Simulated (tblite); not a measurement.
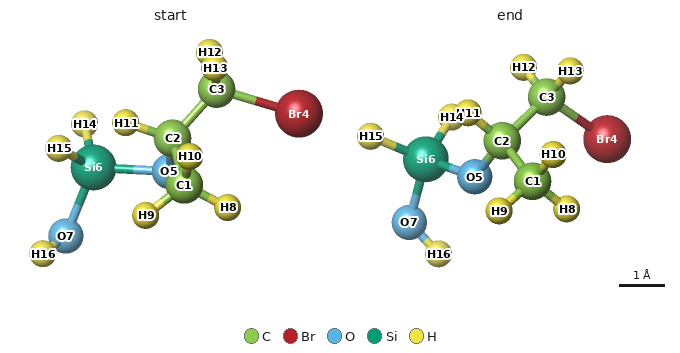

The structure of C$_{3}$H$_{9}$BrO$_{2}$Si before (left) and after (right) a relaxation, at one scale.

A ball-and-stick model, seen from a free direction.

Computed with GFN2-xTB geometry optimisation, gas phase in tblite. 

Question: What changed between the two?

Answer: The energy falls by 145.3 kJ/mol in 101 geometry steps. H16 moves most after the best rigid fit: 1.61 Å. Largest moves by element: H 1.61 Å, Br 1.34 Å, O 1.06 Å, C 0.54 Å, Si 0.25 Å. Near-neighbour distances that change, for instance: Si6–H11 2.187 → 2.956 Å, O5–Si6 1.738 → 1.628 Å, Si6–O7 1.714 → 1.612 Å, C2–C3 1.467 → 1.527 Å. Among the angles between lasting bonds that change: C2–O5–Si6 102.8° → 130.0°, Si6–O7–H16 108.9° → 120.1°, C2–C1–H10 103.1° → 110.6°. Groups turn about Si6–O7 by about 135°, C2–O5 by about 55°, O5–Si6 by about 40°.
